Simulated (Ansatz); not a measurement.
# C₃H₆BN: geometry and vibrations

What shape does C₃H₆BN take? The plan is to relax it, check the end point by its vibrations and derive ideal-gas thermochemistry, and look at its orbitals and charge.

Computed with Ansatz 0.2.0, Gaussian basis. Level: RKS PBE0-D4/def2-TZVP.

Levels to be run: relaxation at PBE-D4/def2-SVP; relaxation at PBE0-D4/def2-TZVP; harmonic vibrations at the same level; a single point in def2-TZVPP for the fields.

## Step 1: Starting geometry

SMILES `NBC1C=C1`, 11 atoms, charge 0, spin multiplicity 1.

Atoms are counted from 1 here; the program's logs count them from 0.

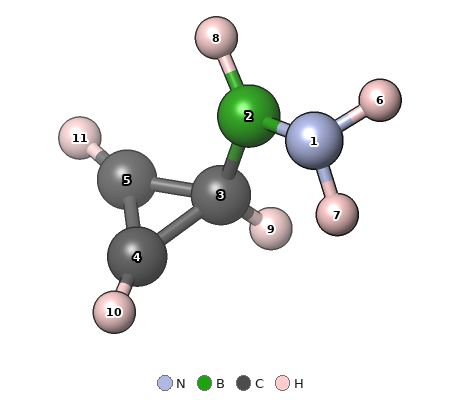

Start geometry, drawn with nitrogen light blue, boron green, carbon dark grey, hydrogen pink; atoms are numbered from 1 in the order of the file.

The start is a force-field geometry with small random shifts, so a cheaper pass at PBE-D4/def2-SVP comes first.

## Step 2: Geometry optimisation, PBE-D4/def2-SVP (cheap first pass)

in.yaml

```yaml
crystal:
  periodic: [false, false, false]
  atoms:
    - {symbol: N, position_ang: [-1.492500, 1.119200, 0.742900]}
    - {symbol: B, position_ang: [-0.604700, -0.037200, 0.757600]}
    - {symbol: C, position_ang: [0.177000, -0.458300, -0.556700]}
    - {symbol: C, position_ang: [1.467800, 0.277800, -0.716700]}
    - {symbol: C, position_ang: [1.417900, -1.121600, -0.284300]}
    - {symbol: H, position_ang: [-2.504100, 0.813700, 0.901400]}
    - {symbol: H, position_ang: [-1.507700, 1.563900, -0.231200]}
    - {symbol: H, position_ang: [-0.464200, -0.654900, 1.742900]}
    - {symbol: H, position_ang: [-0.290800, -0.744500, -1.441500]}
    - {symbol: H, position_ang: [1.913900, 1.182200, -0.959300]}
    - {symbol: H, position_ang: [1.952700, -1.997300, 0.065500]}
basis:
  gaussian: {orbitals: def2-SVP}
hamiltonian: {xc: pbe, dispersion: d4}
relax: {f_tol: 0.03, max_steps: 200}
```

Command:

```bash
ansatz run in.yaml --threads 2 --pin off --events-out ev --progress --plain --max-ram 4352MiB
```

Standard output, cut to the lines that bear on the results:

```text
Functional definition: PBE
  name "PBE"
  cite "Perdew, Burke & Ernzerhof, Phys. Rev. Lett. 77, 3865 (1996) doi:10.1103/PhysRevLett.77.3865"
  parent pbe
[...]
1148 factors; their error is unknown
[...]
mean field -5360.42844858 eV, -196.9921120564 hartree, gradient 4.1e-5 eV, S^2 0.000000; 0 other end points of the search recorded, 0 dependent functions left out
[...]
reference -5360.42848411 eV, -196.9921133622 hartree; 18, 18 occupied and 82, 82 virtual orbitals, 1148 factors
relax step   1: F+E_penalty+E_count = -5360.62381848 eV  Δ(F+E_penalty+E_count) = +0.000e0 eV  max|allowed force component| = 7.942e0 eV/Å  Δτ_max = 0.0000 Å  (30 SCF iters, accepted)
[...]
relax step   5: F+E_penalty+E_count = -5362.47841354 eV  Δ(F+E_penalty+E_count) = -5.189e-2 eV  max|allowed force component| = 1.483e0 eV/Å  Δτ_max = 0.1721 Å  (36 SCF iters, accepted)
[...]
relax step   9: F+E_penalty+E_count = -5362.58696493 eV  Δ(F+E_penalty+E_count) = -4.064e-2 eV  max|allowed force component| = 1.353e-1 eV/Å  Δτ_max = 0.0960 Å  (30 SCF iters, accepted)
[...]
relax step  13: F+E_penalty+E_count = -5362.61388538 eV  Δ(F+E_penalty+E_count) = -8.802e-3 eV  max|allowed force component| = 1.947e-1 eV/Å  Δτ_max = 0.0874 Å  (30 SCF iters, accepted)
[...]
relax step  16: F+E_penalty+E_count = -5362.61604306 eV  Δ(F+E_penalty+E_count) = -1.829e-4 eV  max|allowed force component| = 3.474e-2 eV/Å  Δτ_max = 0.0088 Å  (32 SCF iters, accepted)
[...]
relax step  17: F+E_penalty+E_count = -5362.61608721 eV  Δ(F+E_penalty+E_count) = -4.415e-5 eV  max|allowed force component| = 9.652e-3 eV/Å  Δτ_max = 0.0034 Å  (34 SCF iters, accepted)
1148 factors; their error is unknown
mean field -5362.42896811 eV, -197.0656297932 hartree, gradient 4.0e-5 eV, S^2 0.000000; 1 other end points of the search recorded, 0 dependent functions left out
[...]
reference -5362.42900381 eV, -197.0656311050 hartree; 18, 18 occupied and 82, 82 virtual orbitals, 1148 factors
Total energy: -5362.61612291 eV, -197.0725076051 hartree
Atom 0 at    -1.919631     0.657228     0.529942 Å, force     0.009651    -0.004239    -0.004045 eV/Å
Atom 1 at    -0.586494     0.245998     0.683083 Å, force    -0.004489     0.001843     0.005448 eV/Å
Atom 2 at     0.293614    -0.150948    -0.550884 Å, force    -0.002771     0.000114    -0.002581 eV/Å
Atom 3 at     1.818706     0.053922    -0.537011 Å, force    -0.001869     0.001581    -0.000591 eV/Å
Atom 4 at     1.429205    -1.180724    -0.418800 Å, force    -0.000937    -0.000966     0.003069 eV/Å
Atom 5 at    -2.520502     0.921900     1.309743 Å, force     0.000081     0.000931     0.000086 eV/Å
Atom 6 at    -2.381977     0.719653    -0.379203 Å, force    -0.002740    -0.000001     0.001171 eV/Å
Atom 7 at    -0.126774     0.206138     1.815661 Å, force    -0.000105    -0.000204    -0.001749 eV/Å
Atom 8 at    -0.193014    -0.094214    -1.554411 Å, force     0.002867     0.001920     0.000527 eV/Å
Atom 9 at     2.608096     0.810346    -0.585124 Å, force    -0.000088    -0.000816    -0.000664 eV/Å
Atom 10 at     1.644070    -2.246300    -0.292398 Å, force     0.000401    -0.000162    -0.000670 eV/Å
Dipole moment:    -0.246042     0.069234    -0.103404 e Å
```

Run time: 30 s. Hardware: 2 threads of Arm Neoverse V1, shared host.

Step by step: (the energy doesn't fall at every step)

```csv
step,energy from step 1 (eV),largest force component (eV/Å)
1,0.0000,7.9422
2,-1.2448,2.8927
3,-1.5560,2.1795
4,-1.8027,0.8637
5,-1.8546,1.4828
6,-1.8830,1.1123
7,-1.9225,0.4283
8,-1.8777,1.6520
9,-1.9631,0.1353
10,-1.9742,0.2150
11,-1.9806,0.2872
12,-1.9813,0.4672
13,-1.9901,0.1947
14,-1.9825,0.7580
15,-1.9920,0.0390
16,-1.9922,0.0347
17,-1.9923,0.0097
```

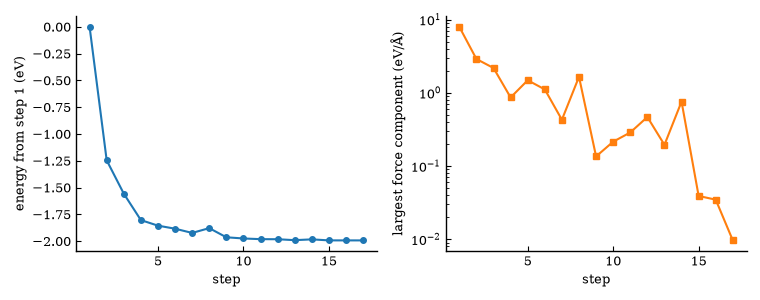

Energy and largest force along the relaxation.

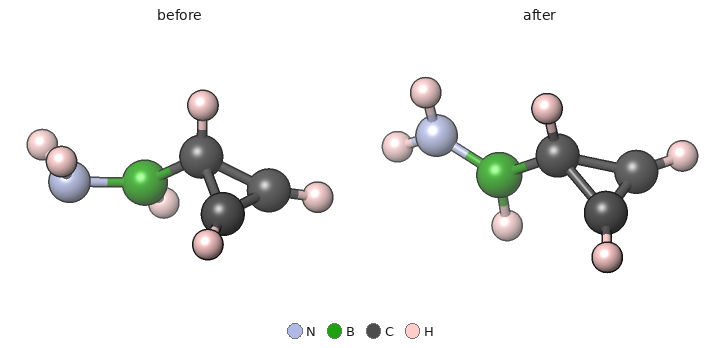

The geometry before (left) and after (right).

Close pairs (by a distance rule), those that changed most:

```
  bond  before (Å)  after (Å)  change (Å)
 C4–C5       1.466      1.300      -0.166
 C3–C5       1.433      1.539      +0.105
 C3–H9       1.041      1.117      +0.076
C4–H10       1.037      1.094      +0.057
 N1–B2       1.458      1.404      -0.054
 B2–H8       1.171      1.223      +0.052
 N1–H6       1.069      1.019      -0.049
 N1–H7       1.071      1.022      -0.049
```

## Step 3: Geometry optimisation, PBE0-D4/def2-TZVP

in.yaml

```yaml
crystal:
  periodic: [false, false, false]
  atoms:
    - {symbol: N, position_ang: [-1.919631, 0.657228, 0.529942]}
    - {symbol: B, position_ang: [-0.586494, 0.245998, 0.683083]}
    - {symbol: C, position_ang: [0.293614, -0.150948, -0.550884]}
    - {symbol: C, position_ang: [1.818706, 0.053922, -0.537011]}
    - {symbol: C, position_ang: [1.429205, -1.180724, -0.418800]}
    - {symbol: H, position_ang: [-2.520502, 0.921900, 1.309743]}
    - {symbol: H, position_ang: [-2.381977, 0.719653, -0.379203]}
    - {symbol: H, position_ang: [-0.126774, 0.206138, 1.815661]}
    - {symbol: H, position_ang: [-0.193014, -0.094214, -1.554411]}
    - {symbol: H, position_ang: [2.608096, 0.810346, -0.585124]}
    - {symbol: H, position_ang: [1.644070, -2.246300, -0.292398]}
basis:
  gaussian: {orbitals: def2-TZVP}
hamiltonian: {xc: pbe0, dispersion: d4}
relax: {f_tol: 0.005, max_steps: 150}
```

Same command.

Standard output, cut to the lines that bear on the results:

```text
Functional definition: PBE0
  name "PBE0"
  cite "Adamo & Barone, J. Chem. Phys. 110, 6158 (1999) doi:10.1063/1.478522"
  cite "Perdew, Burke & Ernzerhof, Phys. Rev. Lett. 77, 3865 (1996) doi:10.1103/PhysRevLett.77.3865"
  parent pbe
[...]
1128 factors; their error is unknown
[...]
mean field -5368.87988746 eV, -197.3026967066 hartree, gradient 2.7e-5 eV, S^2 0.000000; 0 other end points of the search recorded, 0 dependent functions left out
[...]
reference -5368.87992044 eV, -197.3026979186 hartree; 18, 18 occupied and 173, 173 virtual orbitals, 1128 factors
relax step   1: F+E_penalty+E_count = -5369.03672713 eV  Δ(F+E_penalty+E_count) = +0.000e0 eV  max|allowed force component| = 9.503e-1 eV/Å  Δτ_max = 0.0000 Å  (30 SCF iters, accepted)
[...]
Atom 1 at    -0.580229     0.244661     0.679029 Å, force    -0.001114    -0.000466     0.001580 eV/Å
Atom 2 at     0.288928    -0.147884    -0.545371 Å, force    -0.000629     0.001181    -0.002972 eV/Å
Atom 3 at     1.800307     0.048970    -0.528058 Å, force     0.001564    -0.001376     0.000702 eV/Å
Atom 4 at     1.416246    -1.164983    -0.412021 Å, force     0.002486    -0.000117     0.000461 eV/Å
Atom 5 at    -2.495533     0.911844     1.294134 Å, force     0.002947    -0.000891     0.000304 eV/Å
Atom 6 at    -2.359198     0.710239    -0.371367 Å, force     0.001968    -0.000558     0.001273 eV/Å
Atom 7 at    -0.125603     0.205795     1.791059 Å, force    -0.000144     0.000456    -0.000542 eV/Å
Atom 8 at    -0.183314    -0.092854    -1.534177 Å, force     0.000092    -0.000106     0.001803 eV/Å
Atom 9 at     2.578973     0.789372    -0.582180 Å, force    -0.001630    -0.000500    -0.000102 eV/Å
Atom 10 at     1.629265    -2.213048    -0.295251 Å, force    -0.001383     0.001264    -0.000293 eV/Å
Dipole moment:    -0.185067     0.049019    -0.105720 e Å
```

Run time: 26 s. Hardware: 2 threads of Arm Neoverse V1, shared host.

The steps of the relaxation:

```
step  energy from step 1 (eV)  largest force component (eV/Å)
   1                   0.0000                          0.9503
   2                  -0.0556                          0.2237
   3                  -0.0600                          0.0278
   4                  -0.0600                          0.0088
   5                  -0.0600                          0.0042
```

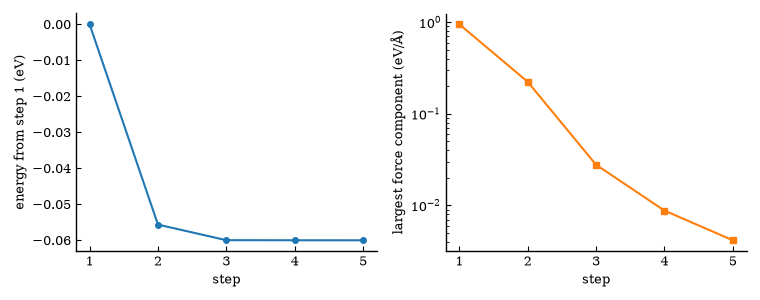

Energy and largest force along the relaxation.

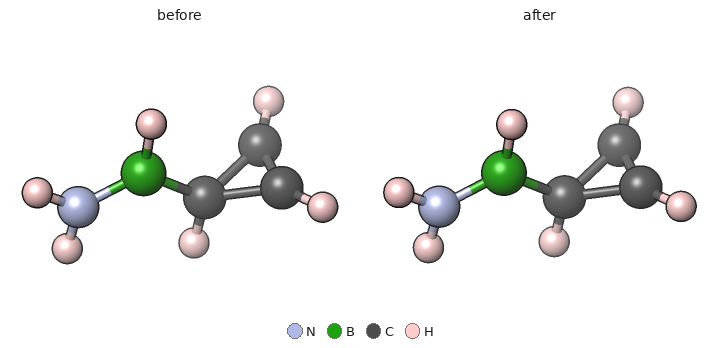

The geometry before (left) and after (right).

Close pairs (by a distance rule), those that changed most:

```
  bond  before (Å)  after (Å)  change (Å)
 C4–C5       1.300      1.279      -0.021
 B2–H8       1.223      1.202      -0.021
 C3–H9       1.117      1.097      -0.020
C4–H10       1.094      1.076      -0.019
C5–H11       1.094      1.076      -0.018
 N1–H7       1.022      1.007      -0.015
 B2–C3       1.567      1.552      -0.015
 N1–H6       1.019      1.005      -0.015
```

Mulliken charges of the relaxed molecule (report file):

| atom | value (e) |
| --- | --- |
| N1 | -0.48 |
| B2 | 0.11 |
| C3 | -0.24 |
| C4 | -0.12 |
| C5 | -0.12 |
| H6 | 0.24 |
| H7 | 0.23 |
| H8 | -0.01 |
| H9 | 0.07 |
| H10 | 0.16 |
| H11 | 0.16 |

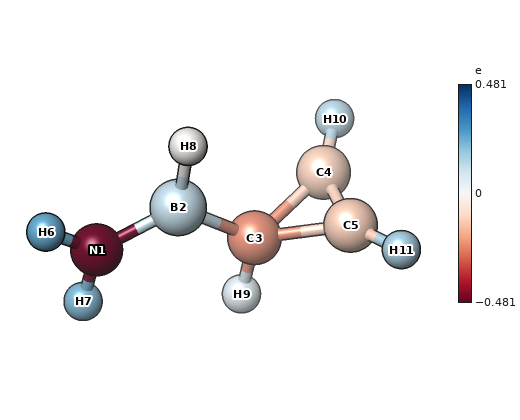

Mulliken charges of the relaxed molecule (report file), as colours on the atoms.

## Step 4: Harmonic vibrations

in.yaml

```yaml
crystal:
  periodic: [false, false, false]
  atoms:
    - {symbol: N, position_ang: [-1.904544, 0.650887, 0.524801]}
    - {symbol: B, position_ang: [-0.580229, 0.244661, 0.679029]}
    - {symbol: C, position_ang: [0.288928, -0.147884, -0.545371]}
    - {symbol: C, position_ang: [1.800307, 0.048970, -0.528058]}
    - {symbol: C, position_ang: [1.416246, -1.164983, -0.412021]}
    - {symbol: H, position_ang: [-2.495533, 0.911844, 1.294134]}
    - {symbol: H, position_ang: [-2.359198, 0.710239, -0.371367]}
    - {symbol: H, position_ang: [-0.125603, 0.205795, 1.791059]}
    - {symbol: H, position_ang: [-0.183314, -0.092854, -1.534177]}
    - {symbol: H, position_ang: [2.578973, 0.789372, -0.582180]}
    - {symbol: H, position_ang: [1.629265, -2.213048, -0.295251]}
basis:
  gaussian: {orbitals: def2-TZVP}
hamiltonian: {xc: pbe0, dispersion: d4}
phonons: {temperatures: {t_min: 298.15, t_max: 900, t_step: 200}}
```

Same command.

Standard output, cut to the lines that bear on the results:

```text
Functional definition: PBE0
  name "PBE0"
  cite "Adamo & Barone, J. Chem. Phys. 110, 6158 (1999) doi:10.1063/1.478522"
  cite "Perdew, Burke & Ernzerhof, Phys. Rev. Lett. 77, 3865 (1996) doi:10.1103/PhysRevLett.77.3865"
  parent pbe
[...]
1128 factors; their error is unknown
[...]
mean field -5368.93876703 eV, -197.3048604910 hartree, gradient 2.6e-5 eV, S^2 0.000000; 0 other end points of the search recorded, 0 dependent functions left out
[...]
reference -5368.93879971 eV, -197.3048616918 hartree; 18, 18 occupied and 173, 173 virtual orbitals, 1128 factors
[...]
1128 factors; their error is unknown
mean field -5368.93851290 eV, -197.3048511518 hartree, gradient 2.1e-6 eV, S^2 0.000000; 0 other end points of the search recorded, 0 dependent functions left out
[...]
reference -5368.93854558 eV, -197.3048523527 hartree; 18, 18 occupied and 173, 173 virtual orbitals, 1128 factors
[...]
Atom 4 at     1.416246    -1.164983    -0.412021 Å, force     0.002489    -0.000157     0.000458 eV/Å
Atom 5 at    -2.495533     0.911844     1.294134 Å, force     0.002927    -0.000882     0.000333 eV/Å
Atom 6 at    -2.359198     0.710239    -0.371367 Å, force     0.001967    -0.000560     0.001280 eV/Å
Atom 7 at    -0.125603     0.205795     1.791059 Å, force    -0.000149     0.000456    -0.000554 eV/Å
Atom 8 at    -0.183314    -0.092854    -1.534177 Å, force     0.000092    -0.000105     0.001811 eV/Å
Atom 9 at     2.578973     0.789372    -0.582180 Å, force    -0.001646    -0.000516    -0.000103 eV/Å
Atom 10 at     1.629265    -2.213048    -0.295251 Å, force    -0.001386     0.001273    -0.000293 eV/Å
Dipole moment:    -0.185067     0.049018    -0.105721 e Å
Vibrations: 98.69 239.46 272.27 417.49 556.88 609.16 656.71 761.86 814.20 849.83 928.49 932.02 1005.02 1020.73 1065.49 1125.80 1185.26 1297.08 1426.24 1638.72 1772.05 2581.71 3011.37 3277.16 3326.89 3613.98 3714.44 cm⁻¹, zero-point energy 2.368035 eV
```

Run time: 3.5 min. Hardware: 2 threads of Arm Neoverse V1, shared host.

Motions are named by where the mode's potential energy lies. The modes, unscaled (a negative number is an imaginary wavenumber):

```csv
mode,cm⁻¹,motion
1,99,torsion
2,239,bend
3,272,bend with torsion
4,417,bend
5,557,torsion with out-of-plane bend
6,609,out-of-plane bend
7,657,torsion
8,762,bend
9,814,bend
10,850,out-of-plane bend
11,928,torsion
12,932,bend
13,1005,bend
14,1021,bend
15,1065,torsion with bend
16,1126,bend with C–C stretch
17,1185,"mixed, led by bend"
18,1297,bend
19,1426,bend with B–N stretch
20,1639,bend
21,1772,C–C stretch
22,2582,B–H stretch
23,3011,C–H stretch
24,3277,C–H stretch
25,3327,C–H stretch
26,3614,N–H stretch
27,3714,N–H stretch
```

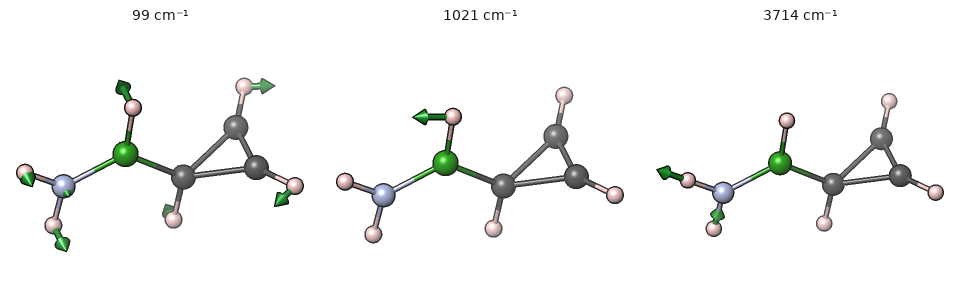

How the atoms move in 3 of the modes.

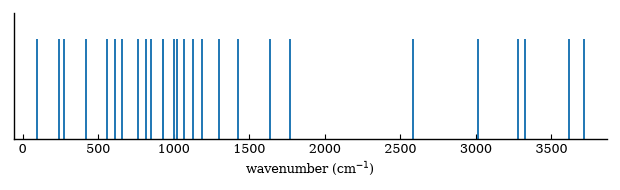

The harmonic wavenumbers as sticks (no intensities were computed).

Ideal gas, rigid rotor and harmonic oscillator at 298.15 K and 1 bar, with symmetry number 1:

| term | value |
| --- | --- |
| zero-point energy | 228.5 kJ/mol |
| H(298) − E | 246.1 kJ/mol |
| entropy, translation | 161.3 J/(mol K) |
| entropy, rotation | 105.3 J/(mol K) |
| entropy, vibration | 43.3 J/(mol K) |
| entropy, total | 309.9 J/(mol K) |

## Step 5: Orbitals, density and potential

in.yaml, as its differences from that of step 4:

```diff
@@ -15,4 +15,4 @@
 basis:
-  gaussian: {orbitals: def2-TZVP}
+  gaussian: {orbitals: def2-TZVPP}
 hamiltonian: {xc: pbe0, dispersion: d4}
-phonons: {temperatures: {t_min: 298.15, t_max: 900, t_step: 200}}
+output: {orbitals: {seedname: orbitals}}
```

Launched as before.

Standard output:

```text
Functional definition: PBE0
  name "PBE0"
  cite "Adamo & Barone, J. Chem. Phys. 110, 6158 (1999) doi:10.1063/1.478522"
  cite "Perdew, Burke & Ernzerhof, Phys. Rev. Lett. 77, 3865 (1996) doi:10.1103/PhysRevLett.77.3865"
  parent pbe
  parameter a = 0.25
  parameter kappa = 0.804
  parameter beta = 0.06672455060314922
  exchange = (1 - a)*pbe_x(kappa = kappa, mu = beta*pi^2/3) + a*exact_x
  correlation = pbe_c(beta = beta)
1218 factors; their error is unknown
mean field evaluation 1: about -5358.2203 eV, gradient 7.1e1 eV
mean field evaluation 2: about -5352.2402 eV, gradient 8.5e1 eV
mean field evaluation 4: about -5368.9561 eV, gradient 4.8e0 eV
mean field evaluation 8: about -5369.0113 eV, gradient 5.3e-2 eV
mean field evaluation 16: about -5369.0150 eV, gradient 6.2e-5 eV
mean field -5369.01497996 eV, -197.3076612646 hartree, gradient 6.2e-5 eV, S^2 0.000000; 0 other end points of the search recorded, 0 dependent functions left out
reference -5369.01501288 eV, -197.3076624744 hartree; 18, 18 occupied and 221, 221 virtual orbitals, 1218 factors
Total energy: -5369.17297369 eV, -197.3134674271 hartree
```

Wall time 3.8 s (2 threads of Arm Neoverse V1, shared host).

The fields below are evaluated on a grid from the run's orbitals.

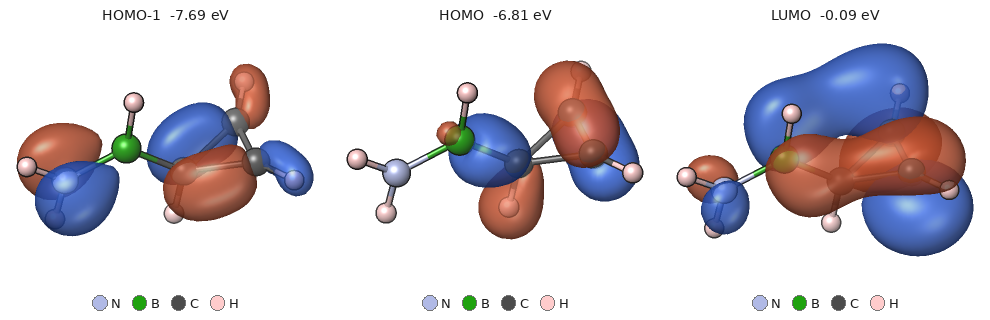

Frontier orbitals at PBE0-D4/def2-TZVPP; each surface holds 70 % of the orbital's density, blue and red mark the sign.

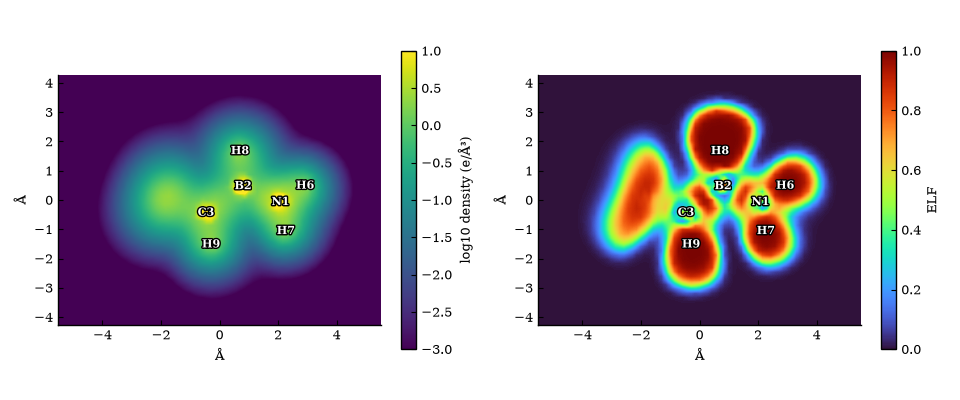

Density (left) and ELF (right) in a plane through or near 7 of the atoms.

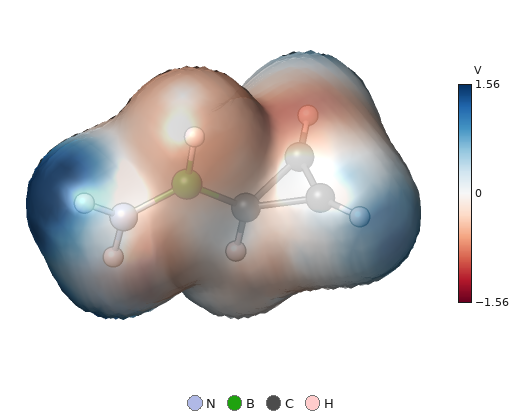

The potential that a unit positive charge feels on the 0.002 e/bohr³ surface, from the 1st to the 99th percentile, from -0.76 to 1.56 V.

## Step 6: Summary of results

| quantity | value |
| --- | --- |
| point group | Cs |
| steps | 17 + 5 |
| shift from the start (rms) | 0.661 Å |
| total energy | -5369.0968 eV |
| dispersion term | -158 meV |
| dipole moment | 1.05 D |
| lowest, highest wavenumber | 99, 3714 cm⁻¹ |
| zero-point energy | 228.5 kJ/mol |
| entropy at 298.15 K | 309.9 J/(mol K) |
| HOMO, LUMO | -6.81, -0.09 eV |

What this shows: The relaxed geometry lies 0.66 Å (rms) from the start; the bond that changed most is C4–C5, from 1.466 to 1.279 Å. All wavenumbers are real, so the end point is a minimum. The stiffest mode, 3714 cm⁻¹, is an N–H stretch. Harmonic hybrid wavenumbers usually lie a few per cent above measured fundamentals. The largest Mulliken charge, -0.48 e, sits on N1. The HOMO lies mostly on C4, C5 about 27 % each; H9 13 % and the LUMO on C4, C5 about 23 % each; B2 14 %.
